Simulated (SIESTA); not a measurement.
Band structure of Mg₁₄CdCo (Amm2, 16 atoms in the cell).

```
Mg14CdCo
1.0
    9.88882     0.00000     0.00000
    0.00000     3.16522     5.44259
    0.00000    -3.16522     5.44259
Mg Cd Co
14 1 1
Direct
  0.00000   0.16612   0.16612
  0.00000   0.66436   0.66436
  0.50000   0.16120   0.66448
  0.50000   0.66448   0.16120
  0.00000   0.17035   0.66493
  0.00000   0.66493   0.17035
  0.26751   0.32700   0.84790
  0.73249   0.84790   0.32700
  0.73249   0.32700   0.84790
  0.26751   0.84790   0.32700
  0.26176   0.32740   0.32740
  0.73824   0.32740   0.32740
  0.24614   0.83391   0.83391
  0.75386   0.83391   0.83391
  0.50000   0.66867   0.66867
  0.50000   0.16745   0.16745
```

Computed with GGA PBEsol, numerical atomic orbitals DZP, PseudoDojo PBEsol standard norm-conserving potentials (rewritten from UPF to PSML) (SIESTA 5.4.2).

Settings: XC.functional = GGA; XC.authors = PBEsol; potentials = PseudoDojo PBEsol standard; PAO.BasisSize = DZP; PAO.EnergyShift = 0.005 Ry; MeshCutoff = 300 Ry; kgrid.MonkhorstPack = 3 6 6; OccupationFunction = FD; ElectronicTemperature = 0.1 eV; MaxSCFIterations = 150; SCF.Mixer.Method = Broyden; SCF.Mixer.Weight = 0.1; SCF.Mixer.History = 8; SCF.DM.Tolerance = 1.0E-04.

The starting cell comes from a database of computed structures (which also holds hypothetical and non-ambient phases and stackings), without a prior relaxation at this level. Spin polarisation is off. Values carry the incompleteness of an atom-centred basis.

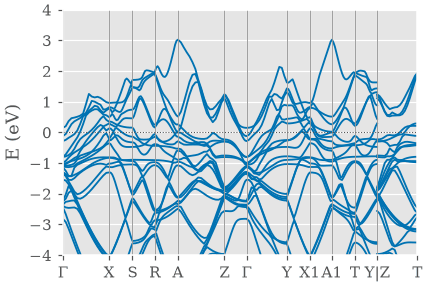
Bands along the path, energies from the Fermi level.

Levels in eV from the Fermi level, bands 85 to 90:
```tsv
point	85	86	87	88	89	90
Γ	-1.10	-1.07	-1.04	-0.99	-0.80	-0.80
X	-0.23	-0.21	0.13	0.29	0.35	0.50
S	-0.48	-0.32	-0.14	0.15	0.46	0.74
R	-0.44	-0.38	-0.15	-0.06	0.16	0.25
A	-0.60	-0.53	-0.29	-0.14	0.00	0.02
Z	-1.78	-0.80	-0.75	-0.30	-0.29	-0.23
Y	-0.47	-0.27	-0.25	0.29	0.44	0.88
X1	-0.23	-0.21	0.13	0.29	0.35	0.50
A1	-0.60	-0.53	-0.29	-0.14	0.00	0.02
T	-0.42	-0.40	-0.35	-0.11	0.21	0.30
```

Bands cross the Fermi level along this path, so the cell is metallic at this level.

Higher empty bands are left out: an atom-centred basis made for the valence describes them poorly.
